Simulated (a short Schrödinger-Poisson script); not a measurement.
Structure: MOS inversion layer, HfO2 on p-type Si(100), at 300 K.

```csv
layer,material,thickness (nm),Na (cm⁻³)
1,HfO2,10,-
2,Si,430,1e18
```

The device is made up for the run: typed textbook-type constants, with dimensions and the other settings drawn at random. HfO2: permittivity 22, conduction-band edge (eV) 1.55, gap (eV) 5.7, electron mass (mₑ) 0.2. Si: permittivity 11.7, conduction-band edge (eV) 0, gap (eV) 1.124, Nv at 300 K (cm⁻³) 3.1e19.

Channel valleys (confinement mass, in-plane density-of-states mass, number): Δ2 0.916, 0.19, 2; Δ4 0.19, 0.417, 4. At the gate the conduction-band edge of layer 1 lies 1.86 eV − eVg above the Fermi level of the channel; the field vanishes at the back. Gaps are held at their typed values at every temperature. Mesh 0.03 nm at interfaces.

Solved with a short Schrödinger-Poisson script written for these runs: 1D Poisson equation in equilibrium, electrons quantum, Hartree (BenDaniel-Duke, 12 states a valley, the channel's in-plane mass for all, wave functions ending at the dielectric), parabolic valleys, classical holes, full ionisation, no traps, pinning or gate leakage.

Only gate voltages with over 1e8 electrons/cm² are shown.

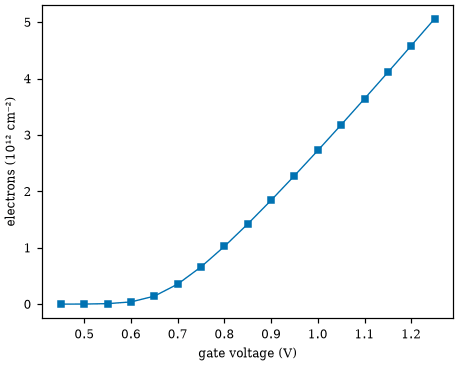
Figure. Sheet density against gate voltage

```
Vg (V)  electrons (cm⁻²)  C (μF/cm²)  Δ2 E0 (meV)  Δ2 E1 (meV)  Δ4 E0 (meV)  Δ4 E1 (meV)
------  ----------------  ----------  -----------  -----------  -----------  -----------
0.45              3.75e8       0.268        247.2        327.5        321.3        451.7
0.5               1.83e9       0.268        206.0        287.7        281.3        414.3
0.55              8.82e9       0.293        165.0        248.1        241.6        377.0
0.6              3.97e10       0.403        125.8        210.3        203.7        341.4
0.65             1.42e11       0.669         92.3        178.2        171.6        311.3
0.7              3.56e11       0.961         67.8        155.3        148.7        290.0
0.75             6.62e11        1.16         50.8        139.9        133.4        275.9
0.8              1.02e12        1.28         38.4        129.1        122.8        266.3
0.85             1.42e12        1.35         28.7        121.1        114.8        259.3
0.9              1.84e12        1.40         20.7        114.7        108.6        253.9
0.95             2.28e12        1.44         13.9        109.5        103.6        249.6
1                2.73e12        1.46          7.9        105.2         99.3        246.0
1.05             3.18e12        1.49          2.5        101.3         95.6        243.0
1.1              3.64e12        1.50         -2.5         98.0         92.4        240.4
1.15             4.11e12        1.52         -7.1         95.0         89.5        238.1
1.2              4.58e12        1.53        -11.4         92.2         86.9        236.0
1.25             5.06e12        1.54        -15.4         89.7         84.5        234.2
```

Subbands count from the Fermi level.
